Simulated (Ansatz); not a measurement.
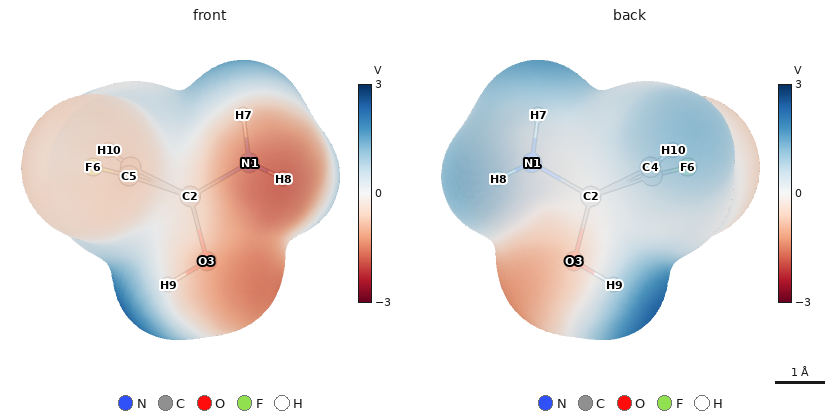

The picture shows: C3H4FNO (SMILES NC1(O)C=C1F). The electrostatic potential painted on the density surface at 0.002 e/bohr³, seen from the front and from behind; red is negative and blue positive.

Theory: RKS B3LYP-D4/cc-pVDZ (Ansatz).

The calculation's input:

```
crystal:
  periodic: [false, false, false]
  atoms:
    - { symbol: "N", position_ang: [-1.1624, -0.8481, 0.7294] }
    - { symbol: C, position_ang: [-0.1014, -0.1444, 0.072] }
    - { symbol: O, position_ang: [-0.63586, 0.54655, -1.03128] }
    - { symbol: C, position_ang: [1.22978, -0.74487, 0.00321] }
    - { symbol: C, position_ang: [1.04124, 0.34905, 0.82144] }
    - { symbol: F, position_ang: [1.81663, 1.4082, 0.55312] }
    - { symbol: H, position_ang: [-0.8308, -1.2969, 1.5383] }
    - { symbol: H, position_ang: [-1.513, -1.5193, 0.0916] }
    - { symbol: H, position_ang: [-0.03871, 1.23965, -1.31917] }
    - { symbol: H, position_ang: [1.96553, -0.86627, -0.68512] }
basis:
  gaussian: { orbitals: cc-pVDZ }
hamiltonian:
  xc: b3lyp
  dispersion: d4
relax:
  f_tol: 0.015
  max_steps: 40
output:
  orbitals: {}
```

Command:

```sh
ansatz run input.yaml --threads 2 --pin off --max-ram 3072MiB --backend cpu --events-out ev --progress --plain --runs-dir out
```

The fields are those of the relaxed geometry.

**Describe the electrostatic potential map.**

The most negative region (about −1.7 V) lies over N1, the most positive (about +2.3 V) over H9. N1 is the likeliest acceptor of a hydrogen bond.
